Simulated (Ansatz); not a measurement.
# CH4BNSeSi: the cost of one run

All numbers are computed with the Python package of Ansatz 0.2.0. Level of theory: MP2/def2-SVP.

### 1 Starting point

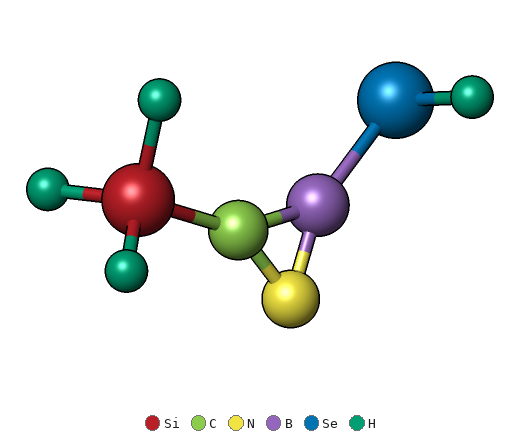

The starting structure, viewed from a chosen angle; silicon red, carbon green, nitrogen yellow, boron purple, selenium blue, hydrogen teal.

No structure file is read: the coordinates are typed or built in the script.

### 2 Script

run_bde.py reads:

```python
"""Cost of removing each kind of hydrogen from CH4BNSeSi, fragments frozen."""

import ansatz as az
from ase import Atoms

SETTINGS = {
    "basis": "def2-SVP",
    "method": "mp2",
}


def total_energy(molecule, charge=0, unpaired=0):
    calc = molecule.calculation().basis(gaussian=SETTINGS["basis"]).correlation(SETTINGS["method"])
    if charge:
        calc = calc.charge(charge)
    if unpaired:
        calc = calc.spin("collinear", total=unpaired)
    report = calc.run(threads=1, pin="off").report
    if report["published_state_doubts"]:
        print("  doubts:", report["published_state_doubts"])
    return report["free_energy_ev"]

def without(molecule, index):
    rest = az.Crystal.molecule()
    for i, site in enumerate(molecule.cartesian_sites):
        if i != index:
            rest = rest.atom(site.symbol, site.position_ang)
    return rest


def main() -> None:
    atoms = Atoms(["Si", "C", "N", "B", "Se", "H", "H", "H", "H"], positions=[
        (-0.7008, -1.307, -0.9365),
        (0.5429, -0.2346, -0.1444),
        (1.8073, -0.0673, 0.2323),
        (0.9947, 1.0244, 0.4991),
        (0.4997, 2.8401, 1.194),
        (-2.0596, -0.9268, -0.3636),
        (-0.4199, -2.6824, -0.7281),
        (-0.7347, -0.9602, -2.3972),
        (0.1589, 2.2675, 2.6273),
    ])
    molecule = az.Crystal.molecule_from_ase(atoms)

    whole = total_energy(molecule, 0)
    hydrogen = total_energy(az.Crystal.molecule().atom("H", (0, 0, 0)), 0, 1)
    print(f"E(molecule) = {whole:.5f} eV, E(H) = {hydrogen:.5f} eV")
    for index in [7, 8]:
        radical = total_energy(without(molecule, index), 0, 1)
        print(f"H{index}: homolysis {23.060548 * (radical + hydrogen - whole):.1f} kcal/mol")
        anion = total_energy(without(molecule, index), -1)
        print(f"H{index}: loss of a proton {23.060548 * (anion - whole):.1f} kcal/mol")


if __name__ == "__main__":
    main()
```

### 3 The calls as engine input

The package turns the script's settings into the engine's input (first run):

```yaml
crystal:
  periodic: [false, false, false]
  atoms:
    - { symbol: Si, position_ang: [-0.7008, -1.307, -0.9365] }
    - { symbol: C, position_ang: [0.5429, -0.2346, -0.1444] }
    - { symbol: "N", position_ang: [1.8073, -0.0673, 0.2323] }
    - { symbol: B, position_ang: [0.9947, 1.0244, 0.4991] }
    - { symbol: Se, position_ang: [0.4997, 2.8401, 1.194] }
    - { symbol: H, position_ang: [-2.0596, -0.9268, -0.3636] }
    - { symbol: H, position_ang: [-0.4199, -2.6824, -0.7281] }
    - { symbol: H, position_ang: [-0.7347, -0.9602, -2.3972] }
    - { symbol: H, position_ang: [0.1589, 2.2675, 2.6273] }
basis:
  gaussian:
    orbitals: def2-SVP
correlation:
  method: mp2
```

### 4 The run

Launch:

```bash
python run_bde.py
```

What time and memory should one allow on 1 thread of Arm Neoverse V1, shared host?

About 31 s, with a peak of 0.47 GiB.
